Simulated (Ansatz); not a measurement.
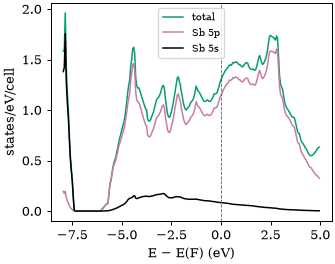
*Total and projected density of states of Sb (hcp (Mg type), P6_3/mmc), the program Ansatz at the PBEsol level (PAW)*

**Question.** Which orbitals carry the states next to the Fermi level?

**Answer.** Within 0.5 eV of the Fermi level: Sb 5p 89 %, Sb 5s 7 %. Projections are on Löwdin-orthogonalised atomic valence shells; empty p or d shells of many metals are not among them.

The workflow started from an entry of the Crystallography Open Database (COD), which files this formula under 5 space groups. It is not the phase usual at ambient conditions (space group No. 166). Symmetry was held in the PBEsol relaxation; whether a distortion lowers the energy is not shown. Scalar-relativistic: spin–orbit coupling is off unless named, which matters more the heavier the elements.

Potentials: the later of the program's two PAW sets.
